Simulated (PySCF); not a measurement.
Run report: C$_{4}$H$_{9}$FOSi, NMR shielding calculation

- system: C$_{4}$H$_{9}$FOSi
- method: GIAO PBE0/pcSseg-1 NMR shielding, non-relativistic, gas phase (PySCF 2.14.0)

The geometry comes from this level: GFN2-xTB. It belongs to a series of runs on one base structure; here: constitutional isomer. Figures and captions count atoms from 1; the log counts them from 0 in places.

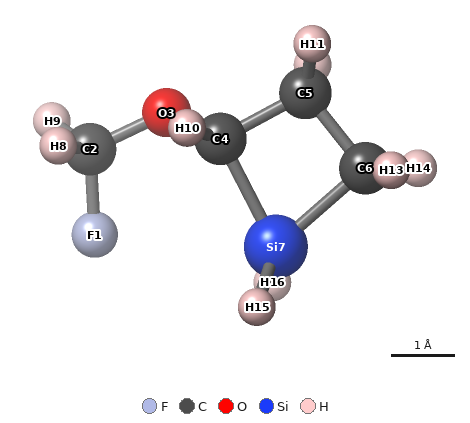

**Figure 1.** The structure as given in the input (ball-and-stick view, seen at a tilt; atoms are numbered from 1 in the order of the input).

The input
```
{"job": {"kind": "nmr", "xc": "PBE0", "basis": "pcSseg-1"}, "charge": 0, "multiplicity": 1}
F      2.184987    -1.650427     0.096433
C      2.343517    -0.365939     0.601619
O      1.166388     0.168451     0.991527
C      0.266466     0.450688    -0.090538
C     -1.032471     1.090624     0.422932
C     -2.065865     0.240573    -0.343521
Si    -0.722196    -1.028556    -0.847011
H      2.835817     0.197942    -0.211315
H      2.994476    -0.456335     1.478166
H      0.792818     1.092913    -0.810092
H     -1.103093     2.160342     0.231627
H     -1.100272     0.928646     1.496656
H     -2.495145     0.787837    -1.180623
H     -2.892423    -0.101657     0.273954
H     -0.500006    -1.262090    -2.273242
H     -0.680596    -2.244067    -0.045533
```

The first line tells a small driver script what to run in PySCF; the rest is the geometry in Å.

Launch command:
```bash
OMP_NUM_THREADS=1 python <driver script> task.json out
```

Output
```
coarse grid: 13720 points
cycle   1  E = -621.6758317222  dE =  8.109e-01  |g| = 7.095e-01  |ddm| = 3.476e+00
cycle   2  E = -621.5963647135  dE =  7.947e-02  |g| = 9.859e-01  |ddm| = 1.141e+00
cycle   3  E = -621.7680639278  dE = -1.717e-01  |g| = 5.810e-02  |ddm| = 7.016e-01
cycle   4  E = -621.7683905014  dE = -3.266e-04  |g| = 4.021e-02  |ddm| = 6.288e-02
cycle   5  E = -621.7686793812  dE = -2.889e-04  |g| = 7.325e-03  |ddm| = 3.119e-02
cycle   6  E = -621.7686873342  dE = -7.953e-06  |g| = 2.323e-03  |ddm| = 5.538e-03
final grid: 127920 points
cycle   7  E = -621.8276680279  dE = -3.055e-05  |g| = 1.119e-02  |ddm| = 2.361e-02
cycle   8  E = -621.8276407062  dE =  2.732e-05  |g| = 1.655e-02  |ddm| = 1.697e-02
cycle   9  E = -621.8276917689  dE = -5.106e-05  |g| = 1.019e-03  |ddm| = 1.041e-02
cycle  10  E = -621.8276919698  dE = -2.009e-07  |g| = 3.331e-04  |ddm| = 1.099e-03
cycle  11  E = -621.8276919905  dE = -2.071e-08  |g| = 9.949e-05  |ddm| = 3.376e-04
cycle  12  E = -621.8276919922  dE = -1.670e-09  |g| = 2.184e-05  |ddm| = 7.719e-05
cycle  13  E = -621.8276919923  dE = -8.754e-11  |g| = 3.324e-06  |ddm| = 2.124e-05
```

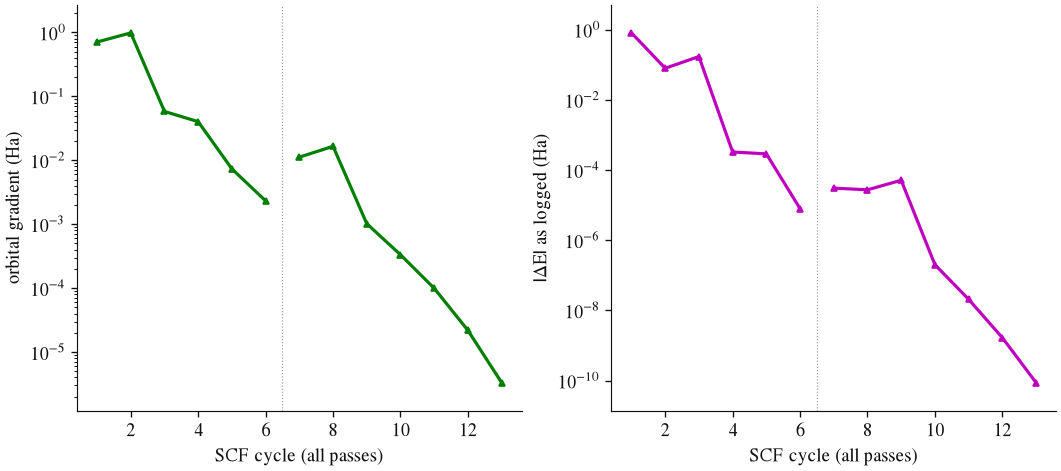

**Figure 2.** Convergence of the self-consistent field: orbital gradient and size of the energy change against the SCF cycle. The dotted line marks the change from a coarse to the final integration grid. The first 6 cycles use a coarse grid, the final grid takes over at cycle 7, and the field converges after 13 cycles in all.

```
converged SCF energy = -621.8276919923

GIAO shielding tensors (ppm)
atom      isotropic    diamagn.    paramagn.     s11        s22        s33       span
  0 F      350.541     475.777    -125.236    246.763    374.387    430.471    183.708
  1 C       78.102     237.357    -159.254     48.500     81.890    103.916     55.416
  2 O      225.439     397.306    -171.867    151.039    254.355    270.925    119.886
  3 C      109.258     250.965    -141.707     77.450     95.758    154.567     77.117
  4 C      155.135     249.712     -94.577    133.005    153.382    179.019     46.014
  5 C      181.582     253.623     -72.040    164.943    177.705    202.099     37.156
  6 Si     372.651     880.166    -507.515    338.103    352.894    426.956     88.853
  7 H       26.325      28.266      -1.941     22.004     26.425     30.547      8.543
  8 H       25.955      26.713      -0.758     21.252     25.724     30.890      9.638
  9 H       27.724      32.627      -4.903     25.131     27.730     30.312      5.181
 10 H       28.824      30.695      -1.871     24.449     27.166     34.858     10.409
 11 H       29.086      31.537      -2.452     25.607     28.617     33.033      7.426
 12 H       30.442      30.289       0.153     26.934     27.697     36.695      9.761
 13 H       30.344      29.854       0.489     26.271     27.322     37.437     11.166
 14 H       26.869      29.477      -2.609     24.003     24.965     31.638      7.635
 15 H       26.891      29.605      -2.713     24.069     26.117     30.487      6.418
```

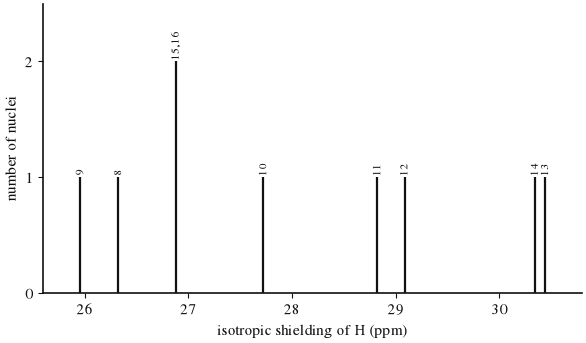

**Figure 3.** Isotropic shieldings of the hydrogen nuclei in this fixed geometry, labelled by atom number; shielding grows to the right, so chemical shift grows to the left. The least shielded is H9 (26.0 ppm), the most shielded H13 (30.4 ppm).

Summary

- outcome: converged
- total energy: −621.827692 hartree
- HOMO: −7.26 eV
- LUMO: 0.41 eV
- dipole moment: 1.49 D
- isotropic shielding, F: 350.5 ppm
- isotropic shielding, C: 78.1 to 181.6 ppm
- isotropic shielding, O: 225.4 ppm
- isotropic shielding, Si: 372.7 ppm
- isotropic shielding, H: 26.0 to 30.4 ppm
- hardware: 1 CPU thread, shared host
- wall time: 25 s
- peak memory: 0.94 GiB
